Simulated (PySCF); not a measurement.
**SiH2O (oxosilane): a chain of runs**

Aim: a series of 19 runs (PBE0-D4/def2-TZVP, CCSD(T)/def2-TZVPP, RI-MP2/def2-QZVPP, PBE-D4/def2-TZVPP, r2SCAN-D4/def2-TZVPP, B3LYP-D4/def2-TZVPP, PBE0-D4/def2-TZVPP, wB97M-V/def2-TZVPP, and more) of H2OSi. The job is set up through a Python script.

Program for the calculation: PySCF 2.14.0.

1 further run of the same task is left out (for a faulty analytic Hessian).

### Step 1. The system as given

SiH2O: 4 atoms, total charge 0, spin state singlet. As SMILES, `O=[SiH2]`. All atoms were displaced at random from a relaxed shape. The run starts from this shape.

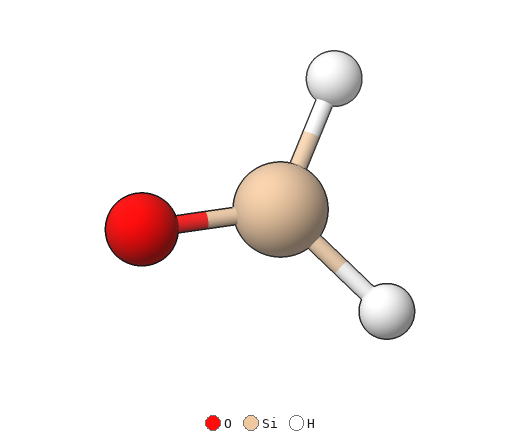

Viewed from a chosen angle; oxygen red, silicon light orange, hydrogen white.

### Step 2. A structure relaxation at PBE0-D4/def2-TZVP (density fitting with def2-universal-jkfit) (run 1)

The input, start.xyz:

```xyz
4
H2OSi
O     -0.336400     0.434795     1.455122
Si    -0.049594     0.003654     0.027066
H      0.452504    -1.388436    -0.433848
H     -0.106834     0.979713    -1.137050
```

The input, run.py:

```python
from pyscf import gto, dft
from pyscf.geomopt.geometric_solver import kernel as optimise

molecule = gto.Mole()
molecule.atom = 'start.xyz'
molecule.verbose = 3
molecule.max_memory = 1860
molecule.spin = 0
molecule.basis = 'def2-tzvp'
molecule.build()

mf = dft.RKS(molecule)
mf.xc = 'pbe0'
mf = mf.density_fit(auxbasis='def2-universal-jkfit')
mf.disp = 'd4'
mf.max_cycle = 100
mf.grids.level = 4
mf.conv_tol = 1e-09
converged, mol_eq = optimise(mf, maxsteps=100)
print('converged:', converged)
print(mol_eq.tostring())

mf.reset(mol_eq)
molecule = mol_eq
mf.kernel()
etot = mf.e_tot
print('E(%s) = %.9f' % ('PBE0', etot))
```

Command:

```bash
$ OMP_NUM_THREADS=1 python run.py
```

The log of the run:

```text
maxiter                   100
[... 21 lines left out ...]
> Convergence Criteria:
[... 16 lines left out ...]
WARN: Mole.unit (angstrom) is changed to Bohr
[... 10 lines left out ...]
Step    0 : Gradient = 1.383e-02/1.952e-02 (rms/max) Energy = -365.7369352299
[... 28 lines left out ...]
converged SCF energy = -365.738540332555
[... 37 lines left out ...]
converged SCF energy = -365.738943946335
[... 37 lines left out ...]
converged SCF energy = -365.73896027846
[... 29 lines left out ...]
Converged! =D
[... 1 line left out ...]
converged: True
O          -0.33794485        0.39799532        1.44393360
Si         -0.01833852        0.01626715        0.01227730
H           0.42369891       -1.33819949       -0.40831302
H          -0.10978905        0.95173076       -1.13813364
converged SCF energy = -365.738960322894
E(PBE0) = -365.738960323
```

Run time: 37 s. Hardware: 1 thread of Arm Neoverse V2, shared host; peak memory 0.78 GiB.

Step by step:

```csv
step,energy from the first frame kept (eV),largest force (eV/Å)
0,0.0000,1.0037
1,-0.0368,0.4882
2,-0.0437,0.4080
3,-0.0531,0.1337
4,-0.0547,0.0745
5,-0.0551,0.0296
6,-0.0551,0.0044
7,-0.0551,0.0008
```

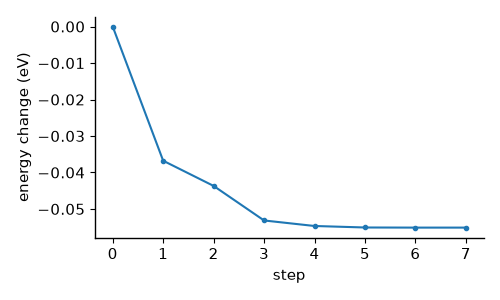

Energy along the run.

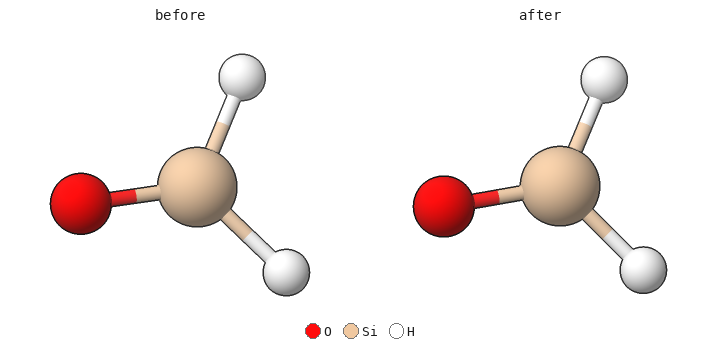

Before and after, at one scale.

After the run. Bond lengths: O1–Si2 1.516 Å, Si2–H3 1.486 Å, Si2–H4 1.486 Å. Angles: O1–Si2–H3 124.0°, O1–Si2–H4 124.0°, H3–Si2–H4 111.9°.

### Step 3. The energy at CCSD(T)/def2-TZVPP (run 3)

The input, input.py:

```python
from pyscf import gto, cc

mol = gto.M(
    atom='''
O       -0.337945       0.397995       1.443934
Si      -0.018339       0.016267       0.012277
H        0.423699      -1.338199      -0.408313
H       -0.109789       0.951731      -1.138134
''',
    spin=0,
    basis='def2-tzvpp',
    verbose=3,
    max_memory=1860,
)

myscf = mol.RHF()
myscf.conv_tol = 1e-10
myscf.kernel()
if not myscf.converged:
    myscf = myscf.newton().run(myscf.mo_coeff, myscf.mo_occ)

mycc = cc.CCSD(myscf, frozen=6)
mycc.kernel()
e_t = mycc.ccsd_t()
etot = mycc.e_tot + e_t
print('E = %.10f Eh' % etot)
```

Command:

```bash
$ OMP_NUM_THREADS=1 python input.py
```

The log of the run:

```text
converged SCF energy = -364.985860830802
E(CCSD) = -365.3570738219775  E_corr = -0.3712129911751619
CCSD(T) correction = -0.0156630167399595
E = -365.3727368387 Eh
```

Run time: 23 s. Hardware: 1 thread of Arm Neoverse V2, shared host; peak memory 0.59 GiB.

Runs 4 to 13 aren't shown in full; the table further down has their settings and results.

### Step 4. A single-point energy at HF/STO-3G (run 14)

The input, calc.py:

```python
from pyscf import gto

system = gto.Mole()
system.atom = [
    ('O', (-0.337945, 0.397995, 1.443934)),
    ('Si', (-0.018339, 0.016267, 0.012277)),
    ('H', (0.423699, -1.338199, -0.408313)),
    ('H', (-0.109789, 0.951731, -1.138134)),
]
system.spin = 0
system.basis = 'sto-3g'
system.charge = 0
system.verbose = 3
system.max_memory = 1860
system.build()

mf = system.RHF()
mf.conv_tol = 1e-10
mf.kernel()
if not mf.converged:
    mf = mf.newton().run(mf.mo_coeff, mf.mo_occ)

energy = mf.e_tot
print(f'total energy: {energy:.8f} hartree')
```

Command:

```bash
$ OMP_NUM_THREADS=1 python calc.py
```

The log of the run:

```text
converged SCF energy = -360.506583437392
total energy: -360.50658344 hartree
```

Run time: 0.7 s. Hardware: 1 thread of Arm Neoverse V2, shared host; peak memory 0.12 GiB.

Runs 15 to 19 aren't shown in full; the table further down has their settings and results.

### Step 5. The doublet cation: the energy at UB3LYP/6-31G(d) (spherical functions) (run 20)

The input, calc.py:

```python
from pyscf import gto, dft

molecule = gto.Mole()
molecule.atom = 'O -0.337945 0.397995 1.443934; Si -0.018339 0.016267 0.012277; H 0.423699 -1.338199 -0.408313; H -0.109789 0.951731 -1.138134'
molecule.charge = 1
molecule.basis = '6-31g*'
molecule.verbose = 3
molecule.max_memory = 1860
molecule.spin = 1
molecule.build()

myscf = dft.UKS(molecule)
myscf.xc = 'b3lyp'
myscf.grids.level = 5
myscf.conv_tol = 1e-10
myscf.kernel()
if not myscf.converged:
    myscf = myscf.newton().run(myscf.mo_coeff, myscf.mo_occ)

e_final = myscf.e_tot
print('Final energy', e_final)
```

Command:

```bash
$ OMP_NUM_THREADS=1 python calc.py
```

The log of the run:

```text
converged SCF energy = -365.502221695566  <S^2> = 0.75748059  2S+1 = 2.0074666
Final energy -365.50222169556594
```

It took 6.3 s on 1 thread of Arm Neoverse V2, shared host; peak memory 0.24 GiB.

### Step 6. The series

```csv
run,level,task,integral approximation,partner,energy (Eh),dipole moment (D) of the reference,HOMO energy (eV),LUMO energy (eV),wall time
1,PBE0-D4/def2-TZVP (density fitting with def2-universal-jkfit),optimise,def2-universal-jkfit,base,-365.738960,3.69,-8.28,-2.21,37 s
3,CCSD(T)/def2-TZVPP,energy,none,base,-365.372737,4.38,-12.06,0.97,23 s
4,RI-MP2/def2-QZVPP (density fitting with def2-universal-jkfit),energy,def2-universal-jkfit,base,-365.386331,4.44,-12.08,0.73,2 s
5,PBE-D4/def2-TZVPP,energy,none,base,-365.719124,3.38,-6.78,-3.10,11 s
6,r2SCAN-D4/def2-TZVPP,energy,none,base,-365.881876,3.53,-7.08,-2.87,24 s
7,B3LYP-D4/def2-TZVPP,energy,none,base,-365.974524,3.67,-8.04,-2.44,12 s
8,PBE0-D4/def2-TZVPP,energy,none,base,-365.739507,3.69,-8.28,-2.22,10 s
9,wB97M-V/def2-TZVPP,energy,none,base,-365.901213,3.74,-10.66,-0.23,40 s
10,B2PLYP/def2-TZVPP,energy,none,base,-365.782735,4.00,-9.69,-1.00,10 s
11,SVWN5/def2-TZVPP,energy,none,base,-364.241450,3.48,-6.93,-3.33,7.5 s
12,M06-2X/def2-TZVPP,energy,none,base,-365.891973,3.94,-9.80,-1.29,23 s
13,B3LYP/6-31G* (spherical functions),energy,none,base,-365.893879,3.39,-7.79,-2.04,3.9 s
14,HF/STO-3G,energy,none,base,-360.506583,2.23,-7.97,7.30,0.7 s
15,UCCSD(T)/def2-TZVPP,energy,none,cation,-364.974380,–,-20.98,-6.70,96 s
16,UPBE-D4/def2-TZVPP,energy,none,cation,-365.323771,–,-16.28,-14.67,20 s
17,UB3LYP-D4/def2-TZVPP,energy,none,cation,-365.577309,–,-17.57,-13.61,20 s
18,UPBE0-D4/def2-TZVPP,energy,none,cation,-365.346647,–,-17.73,-13.13,21 s
19,U-wB97M-V/def2-TZVPP,energy,none,cation,-365.505620,–,-19.84,-10.90,74 s
20,UB3LYP/6-31G* (spherical functions),energy,none,cation,-365.502222,–,-17.60,-13.59,6.3 s
```

### Step 7. What came out

| quantity | value |
| --- | --- |
| doublet cation, run 20: total energy | -365.50222 Eh |
| doublet cation, run 20: HOMO energy (highest over α and β) | -17.60 eV |
| doublet cation, run 20: LUMO energy (lowest over α and β) | -13.59 eV |
| doublet cation, run 20: ⟨S²⟩ | 0.757 |
| vertical ionisation energy (to the doublet cation), CCSD(T)/def2-TZVPP | 10.840 eV |
| vertical ionisation energy (to the doublet cation), PBE-D4/def2-TZVPP | 10.758 eV |
| vertical ionisation energy (to the doublet cation), B3LYP-D4/def2-TZVPP | 10.809 eV |
| vertical ionisation energy (to the doublet cation), PBE0-D4/def2-TZVPP | 10.690 eV |
| vertical ionisation energy (to the doublet cation), wB97M-V/def2-TZVPP | 10.765 eV |
| vertical ionisation energy (to the doublet cation), B3LYP/6-31G* | 10.658 eV |

At CCSD(T)/def2-TZVPP: the vertical ionisation energy comes to 10.84 eV (250 kcal/mol). At PBE-D4/def2-TZVPP: the vertical ionisation energy comes to 10.76 eV (1038 kJ/mol). −ε(HOMO) before ionisation, 6.78 eV, is 3.98 eV below this ionisation energy. At B3LYP-D4/def2-TZVPP: removing an electron at fixed nuclei costs 10.81 eV (1043 kJ/mol). −ε(HOMO) before ionisation, 8.04 eV, is 2.77 eV below this ionisation energy. At PBE0-D4/def2-TZVPP: removing an electron at fixed nuclei costs 10.69 eV (1031 kJ/mol). Totals of different functionals can't be ranked against each other. In run 14 the basis is minimal, so the values are rough. All runs together took 7.4 min, the longest 96 s.
